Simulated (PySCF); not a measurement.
**B2H4 (SMILES BB): a chain of runs**

Wanted: a geometry optimisation (B97-2-D3(BJ)/6-31G*), then vibrational wavenumbers, then a single-point energy (UCCSD(T)/pcseg-0), then the excited states (TD-HCTH407/6-311+G**) of B2H4. 

The results are computed with PySCF 2.14.0.

## (1) Starting point

B2H4 has 6 atoms, charge 0, and is taken as a singlet. SMILES: `BB`. The shape comes from a force field and isn't a relaxed structure. The run starts from this shape.

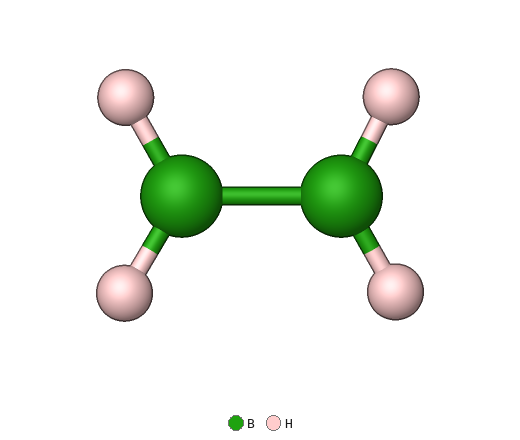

Viewed from a chosen angle; boron green, hydrogen pink.

## (2) A geometry optimisation at B97-2-D3(BJ)/6-31G(d) (Cartesian functions, C-PCM chlorobenzene) (run 1)

Input file input.py:

```python
from pyscf import gto, dft, solvent
from pyscf.geomopt.geometric_solver import kernel as optimise

molecule = gto.M(
    atom=[
    ('B', (-0.208700, -0.836200, -0.074400)),
    ('B', (0.238200, 0.776100, 0.078500)),
    ('H', (-0.620600, -1.407700, 0.850500)),
    ('H', (-0.208400, -1.282700, -1.158600)),
    ('H', (0.574600, 1.389700, -0.888900)),
    ('H', (0.267100, 1.296800, 1.146800)),
],
    verbose=4,
    cart=True,
    basis='6-31g*',
    max_memory=1860,
)

myscf = dft.RKS(molecule, xc='b97-2')
myscf = myscf.PCM()
myscf.with_solvent.method = 'C-PCM'
myscf.with_solvent.eps = 5.6968  # chlorobenzene
myscf.disp = 'd3bj'
converged, mol_eq = optimise(myscf, maxsteps=100, convergence_set='GAU_TIGHT')
print('converged:', converged)
print(mol_eq.tostring())

myscf.reset(mol_eq)
molecule = mol_eq
myscf.kernel()
e_final = myscf.e_tot
print('Final energy', e_final)
```

Run with:

```bash
$ OMP_NUM_THREADS=1 python input.py
```

Output:

```text
PySCF version 2.14.0

[... 24 lines left out ...]
convergence_set           GAU_TIGHT
[... 132 lines left out ...]
Solvent Energy = -0.00174929193180016
[... 111 lines left out ...]
converged SCF energy = -52.0017744459854
[... 185 lines left out ...]
Solvent Energy = -0.00164552683701469
[... 117 lines left out ...]
Solvent Energy = -0.000863240953570012
[... 118 lines left out ...]
Solvent Energy = -0.000635972759022703
[... 115 lines left out ...]
converged SCF energy = -52.0230109835098
[... 185 lines left out ...]
Solvent Energy = -0.000478863918160343
[... 117 lines left out ...]
Solvent Energy = -0.000478591131060306
[... 181 lines left out ...]
Solvent Energy = -0.000479358035509926
[... 119 lines left out ...]
Solvent Energy = -0.000479744277809018
[... 181 lines left out ...]
converged SCF energy = -52.0241409870414
[... 102 lines left out ...]
converged SCF energy = -52.0241409870417
Final energy -52.02414098704171
```

Wall time 59 s (1 thread of Arm Neoverse V1, shared host); peak memory 0.47 GiB.

Steps, from the record of the run:

```csv
step,energy from the first frame kept (eV),largest force (eV/Å)
0,0.0000,1.0394
1,-0.1217,0.5795
2,-0.1401,0.2559
3,-0.1531,0.1285
4,-0.3388,1.4397
5,-0.5905,0.4856
6,-0.6996,0.4184
7,-0.7270,0.1139
8,-0.7299,0.0609
9,-0.7302,0.0364
10,-0.7303,0.0270
11,-0.7303,0.0102
12,-0.7304,0.0014
13,-0.7304,0.0001
14,-0.7304,0.0004
```

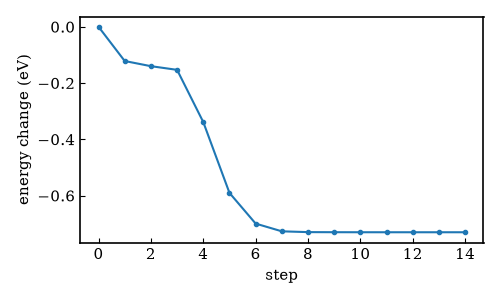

Energy along the run.

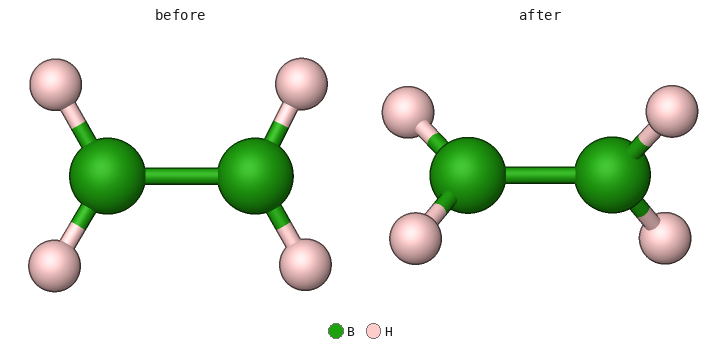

Before and after, at one scale.

After the run. Bond lengths: B1–B2 1.645 Å, B1–H3 1.202 Å, B1–H4 1.202 Å, B2–H5 1.202 Å, B2–H6 1.202 Å. Angles: B1–B2–H5 122.1°, B1–B2–H6 122.1°, B2–B1–H3 122.1°, B2–B1–H4 122.1°, H5–B2–H6 115.7°, H3–B1–H4 115.7°.

## (3) Vibrational wavenumbers at B97-2-D3(BJ)/6-31G(d) (Cartesian functions, C-PCM chlorobenzene) (run 2)

Input file calc.py:

```python
from pyscf import gto, dft, solvent, symm
from pyscf.hessian import thermo

mol = gto.M(
    atom=[
    ('B', (-0.237574, -0.783218, -0.080243)),
    ('B', (0.237574, 0.783218, 0.080243)),
    ('H', (-1.225670, -1.209942, 0.455125)),
    ('H', (0.380973, -1.574799, -0.740428)),
    ('H', (-0.129112, 1.643431, -0.675152)),
    ('H', (0.973809, 1.141309, 0.960455)),
],
    basis='6-31g*',
    max_memory=1860,
    cart=True,
    spin=0,
    charge=0,
    verbose=4,
)

mf = dft.RKS(mol, xc='b97-2')
mf = mf.PCM()
mf.with_solvent.method = 'C-PCM'
mf.with_solvent.eps = 5.6968  # chlorobenzene
mf.disp = 'd3bj'
mf.kernel()

e_tot = mf.e_tot
print(f'total energy: {e_tot:.8f} hartree')
hess = mf.Hessian().kernel()
modes = thermo.harmonic_analysis(mol, hess)
thermo.dump_normal_mode(mol, modes)
symm.geom.TOLERANCE = 1e-3  # for the symmetry number
th = thermo.thermo(mf, modes['freq_au'], 298.15, 101325)
thermo.dump_thermo(mol, th)
```

Run with:

```bash
$ OMP_NUM_THREADS=1 python calc.py
```

Output:

```text
PySCF version 2.14.0

[... 60 lines left out ...]
Solvent Energy = -0.000146456277134058
[... 9 lines left out ...]
Solvent Energy = -0.000685699700813102
[... 7 lines left out ...]
Solvent Energy = -0.000480623384660349
[... 7 lines left out ...]
Solvent Energy = -0.000479773721162967
[... 7 lines left out ...]
Solvent Energy = -0.000479769317457277
[... 2 lines left out ...]
total energy: -52.02414099 hartree
[... 5 lines left out ...]
WARN: Mole.unit (angstrom) is changed to Bohr
[... 319 lines left out ...]
Gibbs free energy [Eh] -52.00750
```

Wall time 37 s (1 thread of Arm Neoverse V1, shared host); peak memory 0.6 GiB.

## (4) A single-point energy at UCCSD(T)/pcseg-0 (run 3)

Input file run.py:

```python
from pyscf import gto, cc

mol = gto.M(
    atom='''
B   -0.231041  -0.793856  -0.088100
B    0.244110   0.772579   0.072386
H   -1.219128  -1.220592   0.447280
H    0.387526  -1.585412  -0.748287
H   -0.122556   1.632840  -0.682965
H    0.980346   1.130633   0.952617
''',
    basis='pcseg-0',
    spin=0,
    verbose=4,
    max_memory=1860,
)

hf = mol.UHF()
hf.kernel()
for _ in range(3):
    mo, _, stable, _ = hf.stability(return_status=True)
    if stable:
        break
    hf.kernel(hf.make_rdm1(mo, hf.mo_occ))

mycc = cc.CCSD(hf, frozen=2)
mycc.kernel()
e_t = mycc.ccsd_t()
e_tot = mycc.e_tot + e_t
print('E = %.10f Eh' % e_tot)
```

Run with:

```bash
$ OMP_NUM_THREADS=1 python run.py
```

Output:

```text
PySCF version 2.14.0

[... 74 lines left out ...]
converged SCF energy = -51.4957620957471  <S^2> = 5.7759131e-11  2S+1 = 1
[... 14 lines left out ...]
Init t2, MP2 energy = -0.102780477834918
[... 12 lines left out ...]
UCCSD converged
[... 2 lines left out ...]
E = -51.6286393596 Eh
```

Wall time 3.9 s (1 thread of Arm Neoverse V1, shared host); peak memory 0.13 GiB.

## (5) The excited states at TD-HCTH407/6-311+G(d,p) (density fitting with def2-universal-jkfit, spin of roots triplet) (run 4)

Input file geometry.xyz:

```xyz
6
B2H4
B     -0.231041    -0.793856    -0.088100
B      0.244110     0.772579     0.072386
H     -1.219128    -1.220592     0.447280
H      0.387526    -1.585412    -0.748287
H     -0.122556     1.632840    -0.682965
H      0.980346     1.130633     0.952617
```

Input file job.py:

```python
# BB
from pyscf import gto, dft, tdscf

molecule = gto.M(
    atom='geometry.xyz',
    verbose=4,
    basis='6-311+g**',
    max_memory=1860,
)

ks = dft.RKS(molecule)
ks.xc = 'hcth407'
ks = ks.density_fit(auxbasis='def2-universal-jkfit')
ks.kernel()

etot = ks.e_tot
print('E = %.10f Eh' % etot)

td = tdscf.TDDFT(ks)
td.nstates = 10
td.singlet = False
td.kernel()
td.analyze()
roots = td.e * 27.211386
```

Run with:

```bash
$ OMP_NUM_THREADS=1 python job.py
```

Output:

```text
PySCF version 2.14.0

[... 66 lines left out ...]
converged SCF energy = -52.0616989839168
[... 47 lines left out ...]
** Transition electric dipole moments (AU) **
state          X           Y           Z        Dip. S.      Osc.
  1         0.0000      0.0000      0.0000      0.0000      0.0000
  2         0.0000      0.0000      0.0000      0.0000      0.0000
  3         0.0000      0.0000      0.0000      0.0000      0.0000
[... 6 lines of this table left out ...]
 10         0.0000      0.0000      0.0000      0.0000      0.0000

** Transition velocity dipole moments (imaginary part, AU) **
state          X           Y           Z        Dip. S.      Osc.
  1        -0.0000     -0.0000     -0.0000      0.0000      0.0000
  2        -0.0000     -0.0000     -0.0000      0.0000      0.0000
  3        -0.0000     -0.0000     -0.0000      0.0000      0.0000
[... 6 lines of this table left out ...]
 10        -0.0000     -0.0000     -0.0000      0.0000      0.0000

** Transition magnetic dipole moments (imaginary part, AU) **
state          X           Y           Z
  1        -0.0000     -0.0000     -0.0000
  2        -0.0000     -0.0000     -0.0000
  3        -0.0000     -0.0000     -0.0000
[... 6 lines of this table left out ...]
 10        -0.0000     -0.0000     -0.0000
```

Run time: 38 s. Hardware: 1 thread of Arm Neoverse V1, shared host; peak memory 0.38 GiB.

The roots found:

```csv
excited state,energy (eV)
1,4.139
2,4.140
3,5.395
4,5.416
5,5.733
6,5.755
7,7.462
8,7.792
9,7.792
10,7.939
```

## (6) Results

| quantity | value |
| --- | --- |
| run 1, B97-2-D3(BJ)/6-31G*: total energy at the end | -52.02414 Eh |
| run 1, B97-2-D3(BJ)/6-31G*: dipole moment | 0.00 D |
| run 1, B97-2-D3(BJ)/6-31G*: HOMO energy | -8.16 eV |
| run 1, B97-2-D3(BJ)/6-31G*: LUMO energy | -1.22 eV |
| run 1, B97-2-D3(BJ)/6-31G*: HOMO–LUMO gap | 6.94 eV |
| run 1, B97-2-D3(BJ)/6-31G*: dispersion energy | -19.81 kJ/mol |
| run 1, B97-2-D3(BJ)/6-31G*: solvent term in the energy | -1.3 kJ/mol |
| run 2, B97-2-D3(BJ)/6-31G*: lowest harmonic wavenumber | 404 cm⁻¹ |
| run 2, B97-2-D3(BJ)/6-31G*: highest harmonic wavenumber | 2648 cm⁻¹ |
| run 2, B97-2-D3(BJ)/6-31G*: zero-point energy | 101.8 kJ/mol |
| run 3, UCCSD(T)/pcseg-0: total energy | -51.62864 Eh |
| run 3, UCCSD(T)/pcseg-0: dipole moment (Hartree–Fock density) | 0.00 D |
| run 3, UCCSD(T)/pcseg-0: HOMO energy (Hartree–Fock orbitals) | -12.11 eV |
| run 3, UCCSD(T)/pcseg-0: LUMO energy (Hartree–Fock orbitals) | 2.07 eV |
| run 3, UCCSD(T)/pcseg-0: HOMO–LUMO gap (Hartree–Fock orbitals) | 14.19 eV |
| run 3, UCCSD(T)/pcseg-0: correlation energy (2 core orbitals frozen) | -132.9 mEh |
| run 3, UCCSD(T)/pcseg-0: (T) correction | -2.59 mEh |
| run 3, UCCSD(T)/pcseg-0: T1 diagnostic | 0.011 |
| run 4, TD-HCTH407/6-311+G**: ground-state or mean-field energy | -52.06170 Eh |
| run 4, TD-HCTH407/6-311+G**: dipole moment (HCTH407 Kohn–Sham density) | 0.00 D |
| run 4, TD-HCTH407/6-311+G**: HOMO energy (HCTH407 Kohn–Sham orbitals) | -7.47 eV |
| run 4, TD-HCTH407/6-311+G**: LUMO energy (HCTH407 Kohn–Sham orbitals) | -2.72 eV |
| run 4, TD-HCTH407/6-311+G**: HOMO–LUMO gap (HCTH407 Kohn–Sham orbitals) | 4.74 eV |
| run 4, TD-HCTH407/6-311+G**: lowest triplet excitation energy | 4.14 eV |

**Reading.** The program (run 2, B97-2-D3(BJ)/6-31G*) took a symmetry number of 2 where this shape has 4, so the entropy in its output is too high by R ln(4/2) = 1.38 cal/(mol K). The optimisation (run 1, B97-2-D3(BJ)/6-31G*) took 14 steps and changed the energy by -0.730 eV. All 12 modes (run 2, B97-2-D3(BJ)/6-31G*) are real, so the shape is a minimum at this level. The triples (run 3, UCCSD(T)/pcseg-0) make up 1.9 % of the correlation energy. Roots above 7.5 eV lie over the negative of the HOMO energy, where those of Rydberg kind are poorly described; valence roots are less touched.
